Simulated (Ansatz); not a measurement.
# V2NO2 monolayer: phonons and vibrational spectra

Task: relax V2NO2 monolayer, then find its harmonic phonons.

Method: DFT PBEsol, scalar-relativistic, plane waves, PAW; PAW set soft_1, in Ansatz 0.2.0.

## Step 1: The structure

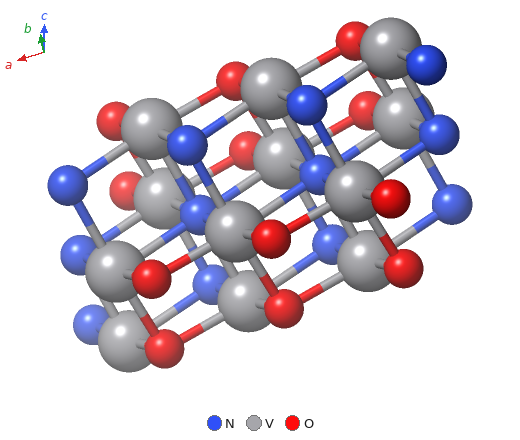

The starting structure, seen from a free direction (nitrogen blue, vanadium grey, oxygen red). 3×2×1 cells are drawn. Some periodic images of atoms are drawn too.

The cell holds 5 atoms: 1 N, 2 V and 2 O. Its edges and angles: a = 2.900 Å, b = 2.900 Å, c = 20.000 Å, α = 90.0°, β = 90.0°, γ = 120.0°. Vacuum lies along c.

## Step 2: Coarse relaxation

A rough relaxation comes first, because large forces or stress need no tight tolerances yet.

The program solves this slab on a cell height of its own, 32.6 Å, in place of the one typed.

input.yaml

```yaml
crystal:
  lattice:
    - [2.9, 0.0, 0.0]
    - [-1.45, 2.51147, 0.0]
    - [0.0, 0.0, 20.0]
  atoms:
    - { symbol: "N", position: [0.0, 0.0, 0.5] }
    - { symbol: V, position: [0.333333, 0.666667, 0.56] }
    - { symbol: V, position: [0.666667, 0.333333, 0.44] }
    - { symbol: O, position: [0.666667, 0.333333, 0.61] }
    - { symbol: O, position: [0.333333, 0.666667, 0.39] }
  periodic: [true, true, false]
kpoints:
  mp_grid: { grid: [9, 9, 1] }
hamiltonian:
  xc: pbesol
  pseudopotentials: { kind: paw, azcp: { folder: soft_1 }, xc_functional: pbe }
scf:
  occupations: { method: gaussian, width: 0.1 }
output:
  forces: true
  stress: true
  eigenvalues: true
relax:
  adjacent_minimum: "off"
  f_tol: 0.05
  max_steps: 80
  cell: { stress_2d_tol: 0.02 }
```

Run with:

```bash
$ ansatz run input.yaml --threads 8 --pin off --max-ram 16384MiB --backend cpu --events-out ev --progress --plain --runs-dir out
```

Numbers of over 12 decimals in the logs are rounded to 6 here.

The program printed:

```text
[...]
cell:  # Å, volume = 232.7461 Å³
    - [2.871224, 0.0, 0]
    - [-1.435612, 2.486553, 0]
    - [0, 0, 32.6]
  atoms:
    - { symbol: N, position: [0, 0, 0.306748] }
    - { symbol: V, position: [0.333333, 0.666667, 0.341864] }
    - { symbol: V, position: [0.666667, 0.333333, 0.271633] }
    - { symbol: O, position: [0.666667, 0.333333, 0.372359] }
    - { symbol: O, position: [0.333333, 0.666667, 0.241138] }
[key lines of the parts left out:]
SCF converged after 6 iterations
Free energy (F): -7274.766450 eV
Fermi energy:    -6.305099 eV
P = ½ c Tr σ = 0.0080 N/m
```

Elapsed: 8.1 s, on 8 threads of Arm Neoverse V2, shared host; peak memory 0.72 GiB.

This run has no spin polarisation although its electron count is odd.

Relaxation path:

```csv
step,energy less that of the first step (eV),largest force component (eV/Å),volume (Å³)
1,0.0000,0.6420,237.43
2,-0.0836,0.2744,235.62
3,-0.0997,0.0859,232.95
4,-0.1003,0.0325,232.81
5,-0.1003,0.0010,232.90
6*,-0.0969,0.0012,232.90
7,-0.0970,0.0001,232.75
8*,-0.0969,0.0001,232.75
```

Relaxation steps marked * repeat the geometry before them on a plane-wave basis chosen anew for their cell, so energy and pressure can jump there.

Forces are held to the 12 operations that the run works with; a distortion that breaks them can't arise in this run.

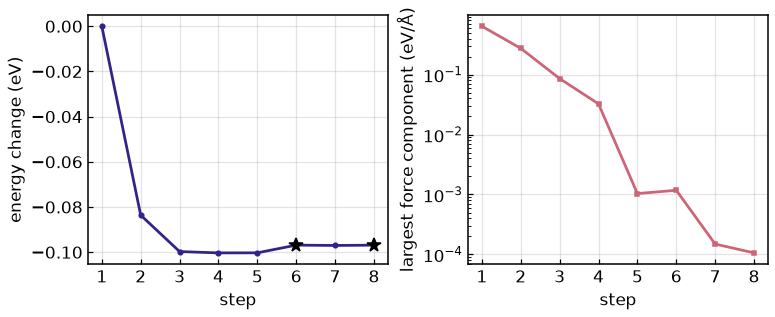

Energy and largest force along the relaxation. Stars mark steps on a basis chosen anew.

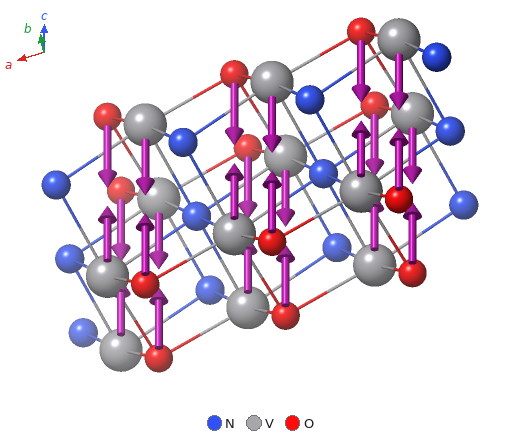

Displacements in the relaxation, exaggerated, measured against the changing cell; the longest in the cell stands for 0.06 Å. 3×2×1 cells are drawn. Some periodic images of atoms are drawn too.

```csv
cell as run,before,after,change
a (Å),2.900,2.871,-1.0 %
b (Å),2.900,2.871,-1.0 %
```

The atoms that moved most (Å, along periodic axes as changes of fractional coordinates times the final cell, across vacuum about the mean position):

```csv
atom,dx,dy,dz,length
O5,0.000,0.000,0.061,0.061
O4,0.000,0.000,-0.061,0.061
V2,0.000,0.000,-0.055,0.055
V3,0.000,0.000,0.055,0.055
```

The relaxed structure:

```xyz
5
Lattice="2.8712 0.0000 0.0000 -1.4356 2.4866 0.0000 0.0000 0.0000 32.6000" Properties=species:S:1:pos:R:3
N     0.0000    0.0000   10.0000
V     0.0000    1.6577   11.1448
V     1.4356    0.8289    8.8552
O     1.4356    0.8289   12.1389
O     0.0000    1.6577    7.8611
```

This step gave:

* gap on the k-mesh: 0 eV
* area per atom: 1.428 Å²

The relaxation ends with a largest force component of 1.1e-4 eV/Å.

## Step 3: Bringing the structure to rest

Harmonic phonons are second derivatives at a point where the forces vanish, and they are wanted at zero stress, so atoms and cell are relaxed first.

input.yaml

```yaml
crystal:
  lattice:
    - [2.8712239112, 0.0, 0.0]
    - [-1.4356119556, 2.4865528471, 0.0]
    - [0.0, 0.0, 32.6]
  atoms:
    - { symbol: "N", position: [0.0, 0.0, 0.3067484663] }
    - { symbol: V, position: [0.3333333333, 0.6666666667, 0.341864055] }
    - { symbol: V, position: [0.6666666667, 0.3333333333, 0.2716328775] }
    - { symbol: O, position: [0.6666666667, 0.3333333333, 0.3723589725] }
    - { symbol: O, position: [0.3333333333, 0.6666666667, 0.24113796] }
  periodic: [true, true, false]
kpoints:
  mp_grid: { grid: [15, 15, 1] }
hamiltonian:
  xc: pbesol
  pseudopotentials: { kind: paw, azcp: { folder: soft_1 }, xc_functional: pbe }
scf:
  occupations: { method: gaussian, width: 0.1 }
output:
  forces: true
  stress: true
  eigenvalues: true
  write_density: true
  write_potential: true
  elf: true
  volumetric_format: npy
relax:
  adjacent_minimum: "off"
  f_tol: 0.005
  max_steps: 80
  cell: { stress_2d_tol: 0.02 }
```

The program printed:

```text
[...]
Crystal: 5 atoms, lattice volume = 232.746 Å³
Basis set: ecut = 420 eV, 4573 PW (Γ), exchange–correlation on 40×40×450 points (8 copies of the dense FFT grid, shifted against one another)
Bands: 27, of which v1, the nominal top of the filled ones, is band 22 counted from 1 (21 counted from 0)
Symmetry: 12 space group operations
[...]
k-points: 27 of 225
[...]
SCF iter   1: F=—  HF=-7280.118377 eV  |F-HF|=—  |Δ(HF+E_count)|=         —  Δρ=9.83e-2  dr2=2.41e1  ethr=3.10e-3  ⟨swp⟩=13.1  Hψ=5468  notcnv=0
[...]
SCF iter  12: F=-7274.766373 eV  HF=-7274.766373 eV  |F-HF|=2.20e-10  |Δ(HF+E_count)|=   6.42e-8  Δρ=4.42e-7  dr2=4.24e-10  ethr=1.60e-11  ⟨swp⟩=12.1  Hψ=6772  notcnv=0
SCF 1 converged in 12 iterations: F = -7274.766373 eV  dr2 = 4.24e-10
[...]
relax step   1: F+E_penalty+E_count = -7274.76637254 eV  Δ(F+E_penalty+E_count) = +0.000e0 eV  max|allowed force component| = 1.045e-2 eV/Å  Δτ_max = 0.0000 Å  P = +0.015 N/m  Ω = 232.746 Å³  fix = [c, alpha, beta]  reactions: c +0.000 N/m  (12 SCF iters, dr2 threshold 1.00e-7 eV, accepted)
Crystal: 5 atoms, lattice volume = 232.754 Å³
[...]
SCF iter   3: F=-7274.766369 eV  HF=-7274.766369 eV  |F-HF|=5.68e-8  |Δ(HF+E_count)|=   1.41e-7  Δρ=1.62e-6  dr2=3.88e-9  ethr=1.59e-11  ⟨swp⟩=12.9  Hψ=8045  notcnv=0
SCF 2 converged in 3 iterations: F = -7274.766369 eV  dr2 = 3.88e-9
relax step   2: F+E_penalty+E_count = -7274.76636918 eV  Δ(F+E_penalty+E_count) = +3.359e-6 eV  max|allowed force component| = 6.412e-3 eV/Å  Δτ_max = 0.0002 Å  P = +0.006 N/m  Ω = 232.754 Å³  energy of the carried Pulay correction = -6.516e-6 eV  fix = [c, alpha, beta]  reactions: c +0.000 N/m  (3 SCF iters, dr2 threshold 6.83e-9 eV, accepted)
Crystal: 5 atoms, lattice volume = 232.747 Å³
[...]
SCF iter   4: F=-7274.766376 eV  HF=-7274.766376 eV  |F-HF|=4.14e-8  |Δ(HF+E_count)|=   1.48e-7  Δρ=7.44e-7  dr2=8.58e-10  ethr=5.98e-12  ⟨swp⟩=14.6  Hψ=6991  notcnv=0
SCF 3 converged in 4 iterations: F = -7274.766376 eV  dr2 = 8.58e-10
relax step   3: F+E_penalty+E_count = -7274.76637645 eV  Δ(F+E_penalty+E_count) = -7.273e-6 eV  max|allowed force component| = 2.372e-4 eV/Å  Δτ_max = 0.0003 Å  P = +0.001 N/m  Ω = 232.747 Å³  energy of the carried Pulay correction = -1.137e-6 eV  fix = [c, alpha, beta]  reactions: c +0.000 N/m  (4 SCF iters, dr2 threshold 2.57e-9 eV, accepted)
[...]
SCF iter   7: F=-7274.766376 eV  HF=-7274.766376 eV  |F-HF|=1.01e-10  |Δ(HF+E_count)|=  2.91e-11  Δρ=2.57e-8  dr2=1.09e-12  ethr=1.00e-12  ⟨swp⟩=12.7  Hψ=5951  notcnv=0
SCF 4 converged in 7 iterations: F = -7274.766376 eV  dr2 = 1.09e-12
relax step   4: F+E_penalty+E_count = -7274.76637645 eV  Δ(F+E_penalty+E_count) = -2.383e-10 eV  max|allowed force component| = 2.601e-4 eV/Å  Δτ_max = 0.0000 Å  P = +0.001 N/m  Ω = 232.747 Å³  fix = [c, alpha, beta]  reactions: c +0.000 N/m  stress off target by 1.26e-3 N/m on what of the cell is left free  SCF on the basis re-selected at this cell (its energy is not comparable with the rows above)  (7 SCF iters)
basis re-selected at this cell: Δ(F+E_penalty+E_count) = -2.383e-10 eV, ΔP = -0.000 N/m vs the last step (what re-selecting the basis moved, of the pressure what is left beyond the Pulay correction that the steps carried, after the strain that the cell walked since its last selection, with what the two solves' SCF thresholds leave and, on support functions, any second-order correction that the steps lacked; it is no  [...]
WARN: The output density's exchange-correlation potential varies sharply where the density is thin. Do not read a vacuum level from v_tot or v_xc, or from such a field of the output density. On a cell that repeats whose density bears no net charge and no dipole along the vacuum's axis use v_es (v_loc + v_h of the components); under efield.dipole_correction with no amplitude use v_es + v_field, which holds any externa [...]
SCF converged after 7 iterations
Free energy (F): -7274.766376 eV
[...]
Internal energy: -7274.746711 eV  (E = F + TS)
E sigma→0 (E₀):  -7274.756544 eV
Entropy (-TS):   -0.019665 eV (-3.933 meV/atom)
Fermi energy:    -6.298749 eV
[...]
--- Forces (eV/Å), atoms counted from 1 ---
  atom   1  N      0.00000000     0.00000000     0.00000000
  atom   2  V      0.00000000    -0.00000000     0.00024555
  atom   3  V      0.00000000     0.00000000    -0.00024555
  atom   4  O     -0.00000000    -0.00000000    -0.00026015
  atom   5  O      0.00000000     0.00000000     0.00026015
  max |Σ_I F_I| component: 5.42e-20 eV/Å
--- 2D stress c σ (N/m, compression-positive) ---
        0.001257      -0.000000      -0.000000
       -0.000000       0.001257      -0.000000
       -0.000000      -0.000000       0.000000
  P = ½ c Tr σ = 0.0013 N/m
--- Band table (eV; the first three rows and the last of 27) ---
  k-point 0: bands = [... 18 lower, -8.7800, -8.7800, -7.4503, -7.4503, -6.3820, -6.2052, -6.2052, -4.8658, ... 1 higher]
  k-point 1: bands = [... 18 lower, -9.0449, -8.9742, -7.2821, -7.1824, -6.5063, -6.1880, -6.0064, -4.8890, ... 1 higher]
  k-point 2: bands = [... 18 lower, -9.5061, -8.8170, -7.2580, -6.7717, -6.3671, -6.0574, -5.7743, -4.9413, ... 1 higher]
  k-point 26: bands = [... 18 lower, -10.3877, -10.3877, -6.4541, -6.3076, -6.3076, -5.1794, -5.1794, -5.0435, ... 1 higher]
--- Relaxed structure (3 steps of the walk, 3 accepted, 1 SCFs on fresh bases) ---
[...]
cell:  # Å, volume = 232.7474 Å³
    - [2.871232, 0, 0]
    - [-1.435616, 2.486560, 0]
    - [0, 0, 32.6]
  atoms:
    - { symbol: N, position: [0, 0, 0.30674846626] }
    - { symbol: V, position: [0.333333, 0.666667, 0.341850] }
    - { symbol: V, position: [0.666667, 0.333333, 0.271646] }
    - { symbol: O, position: [0.666667, 0.333333, 0.372362] }
    - { symbol: O, position: [0.333333, 0.666667, 0.241135] }
```

The job ended after 8.4 s (8 threads; peak memory 0.82 GiB; 61 s of CPU time).

Little changed from the start: no atom moved by 0.005 Å and no cell edge by 0.1 %.

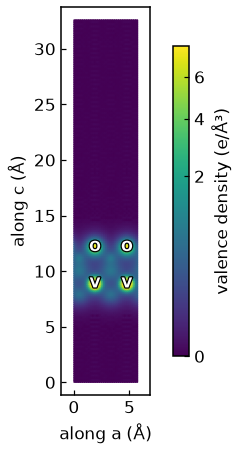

Valence density in the ac plane at fractional y = 0.333, with atoms of V and O within 0.2 Å of it. It is the smooth field of the valence electrons, not physical close to the nuclei. The colour scale is stretched toward low values.

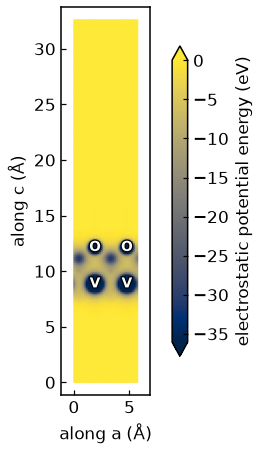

Electrostatic potential energy in the ac plane at fractional y = 0.333, with atoms of V and O within 0.2 Å of it. With pseudopotentials it is smooth inside the atoms' cores, unlike the true potential.

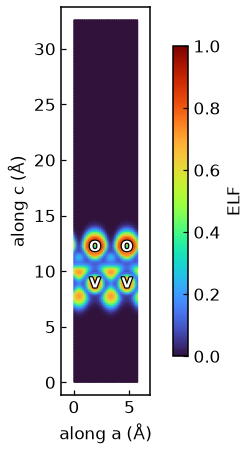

ELF in the ac plane at fractional y = 0.333, with atoms of V and O within 0.2 Å of it. It is the smooth field of the valence electrons, not physical close to the nuclei.

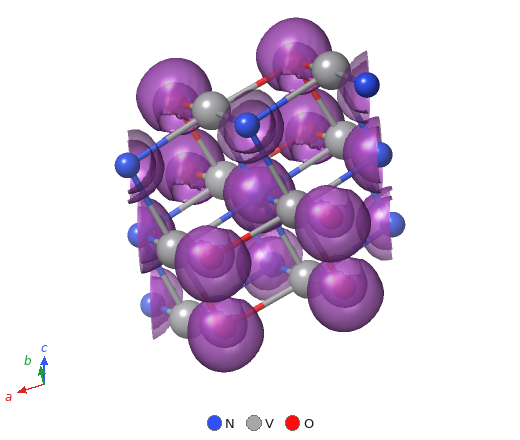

Surface of ELF = 0.78. 2×2×1 cells are drawn.

## Step 4: Relaxing to small forces for the phonons

Phonons need a cell at rest on their own settings, so the relaxation is repeated with tight tolerances on forces and stress on the k mesh and occupations of the first response run.

input.yaml, the sections that differ from step 3:

```yaml
crystal:
  lattice:
    - [2.8712321978, 0.0, 0.0]
    - [-1.4356160989, 2.4865600235, 0.0]
    - [0.0, 0.0, 32.6]
  atoms:
    - { symbol: "N", position: [0.0, 0.0, 0.3067484663] }
    - { symbol: V, position: [0.3333333333, 0.6666666667, 0.3418504826] }
    - { symbol: V, position: [0.6666666667, 0.3333333333, 0.2716464499] }
    - { symbol: O, position: [0.6666666667, 0.3333333333, 0.3723619172] }
    - { symbol: O, position: [0.3333333333, 0.6666666667, 0.2411350153] }
  periodic: [true, true, false]
kpoints:
  mp_grid: { grid: [18, 18, 1] }
scf:
  occupations: { method: methfessel_paxton, width: 0.2 }
relax:
  adjacent_minimum: "off"
  f_tol: 0.001
  max_steps: 60
  cell: { stress_2d_tol: 0.002 }
# hamiltonian, output: as in step 3
```

The program printed:

```text
[...]
Crystal: 5 atoms, lattice volume = 232.747 Å³
Basis set: ecut = 420 eV, 4573 PW (Γ), exchange–correlation on 40×40×450 points (8 copies of the dense FFT grid, shifted against one another)
Bands: 27, of which v1, the nominal top of the filled ones, is band 22 counted from 1 (21 counted from 0)
Symmetry: 12 space group operations
[...]
k-points: 37 of 324
[...]
cell:  # Å, volume = 232.7800 Å³
    - [2.871433, 0.0, 0.0]
    - [-1.435717, 2.486734, 0.0]
    - [0.0, 0.0, 32.6]
  atoms:
    - { symbol: N, position: [0, 0, 0.30674846626] }
    - { symbol: V, position: [0.333333, 0.666667, 0.341780] }
    - { symbol: V, position: [0.666667, 0.333333, 0.271717] }
    - { symbol: O, position: [0.666667, 0.333333, 0.372333] }
    - { symbol: O, position: [0.333333, 0.666667, 0.241164] }
[key lines of the parts left out:]
SCF converged after 8 iterations
Free energy (F): -7274.756040 eV
Fermi energy:    -6.314227 eV
P = ½ c Tr σ = 0.0009 N/m
```

Wall time 16 s (8 threads); peak memory 0.84 GiB.

Little changed from the start: no atom moved by 0.005 Å and no cell edge by 0.1 %.

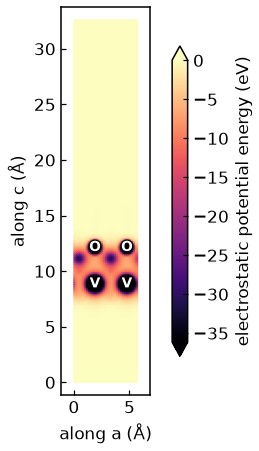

Electrostatic potential energy in the ac plane at fractional y = 0.333, with atoms of V and O within 0.2 Å of it. With pseudopotentials it is smooth inside the atoms' cores, unlike the true potential.

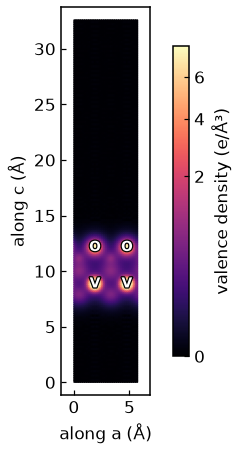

Valence density in the ac plane at fractional y = 0.333, with atoms of V and O within 0.2 Å of it. It is the smooth field of the valence electrons, not physical close to the nuclei. The colour scale is stretched toward low values.

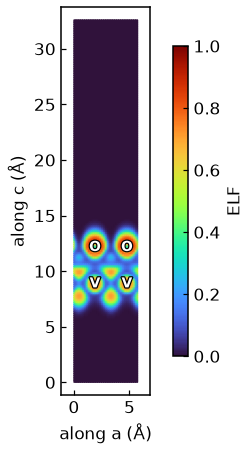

ELF in the ac plane at fractional y = 0.333, with atoms of V and O within 0.2 Å of it. It is the smooth field of the valence electrons, not physical close to the nuclei.

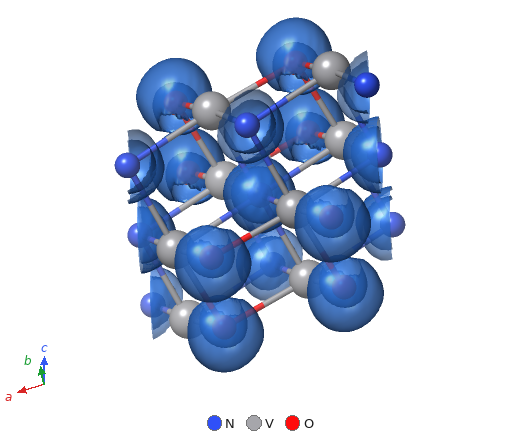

Surface of ELF = 0.78. 2×2×1 cells are drawn.

The largest force component left is 0.041 meV/Å, within the tolerances set.

(Continued in part 2 of 2.)

[Logs are printed without paths, hosts, clocks, repeated set-up lines and the standing remarks that a program may print on its own settings, such as how far it seeks lower states.]

[Hosts, paths, dates, database ids (printed as entryN), source tags and the programs' standing remarks are cut or masked in the printed files.]
